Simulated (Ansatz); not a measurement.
**HInO₂P (charge −1): density, localisation and related maps**

The calculation's input:

```
crystal:
  periodic: [false, false, false]
  atoms:
    - {symbol: In, position_ang: [-4.423669, -1.365779, 0.567628]}
    - {symbol: O, position_ang: [-2.839923, -0.088900, -0.266900]}
    - {symbol: O, position_ang: [-2.433263, -2.099148, 1.147039]}
    - {symbol: P, position_ang: [-1.584975, -0.961938, 0.325422]}
    - {symbol: H, position_ang: [-1.196774, -0.090318, 1.452948]}
basis:
  gaussian:
    orbitals: def2-TZVPD
total_charge: -1
hamiltonian:
  xc: {name: PBE0}
output: {forces: true, orbitals: {seedname: orbitals}}
```

Run with:

```sh
ansatz run input.yaml --threads 2 --pin off --max-ram 4350MiB --events-out events.jsonl --progress --plain --runs-dir runs
```

Geometry: PBE0-D3(BJ)/def2-SVPD; core potentials replace the inner electrons of In.

All numbers below come from Ansatz, isolated molecule in a Gaussian basis; Kohn-Sham density functional theory, functional PBE0.

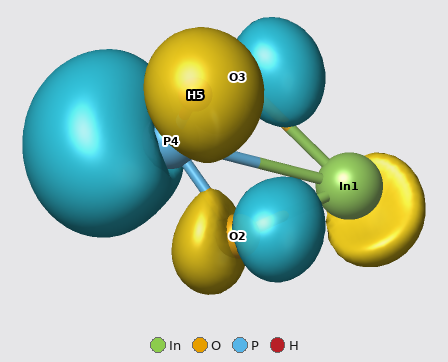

Figure 1. The HOMO at ±0.1 Å⁻³ᐟ² (yellow and cyan are the two phases), seen at an oblique angle.

Question: Describe this orbital and give its energy.

Answer: Its weight (Hirshfeld) is mainly on P4 (about 50 %), O2 (about 15 %), O3 (about 15 %), In1 (about 15 %) and H5 (about 10 %). Its energy is −0.65 eV.

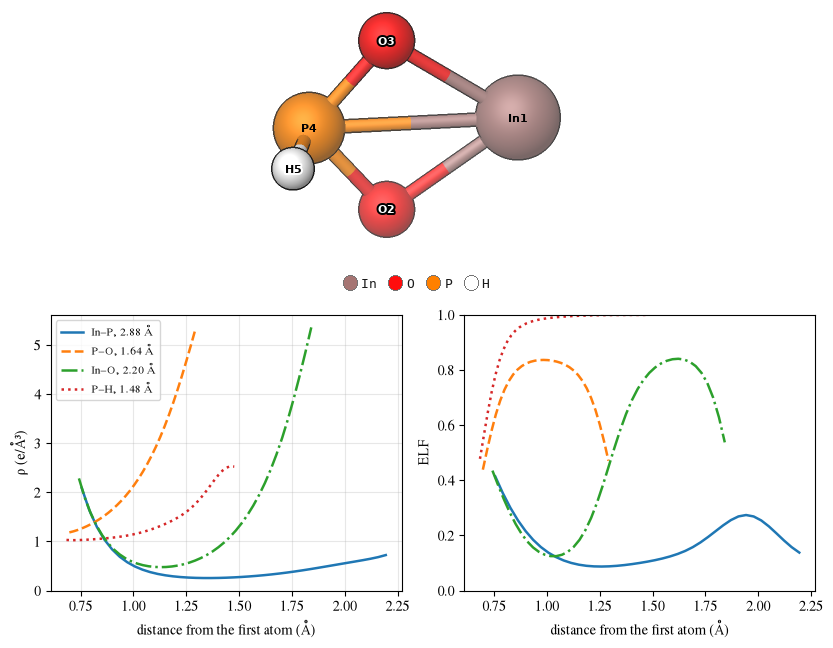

Figure 2. Electron density and electron localisation function along straight lines between neighbouring atoms. The curves leave out the atomic cores. The structure is drawn too.

Question: What can be read from the curves?

Answer: In–P (2.88 Å): the density is about 0.26 e/Å³ at the midpoint; the ELF is about 0.10 at the midpoint.
P–O (1.64 Å): ρ is about 1.4 e/Å³ halfway; the ELF peaks at about 0.85 between the atoms; a shared but strongly polarised pair.
In–O (2.20 Å): the density is about 0.48 e/Å³ at the midpoint; the ELF peaks at about 0.85 in the valence shell of O, 0.6 Å from its nucleus, and drops to about 0.15 between the two atoms.
P–H (1.48 Å): the density is about 1 e/Å³ at the midpoint; the ELF climbs to about 1 towards the hydrogen, as it does in any bond to H: a covalent bond by its length.
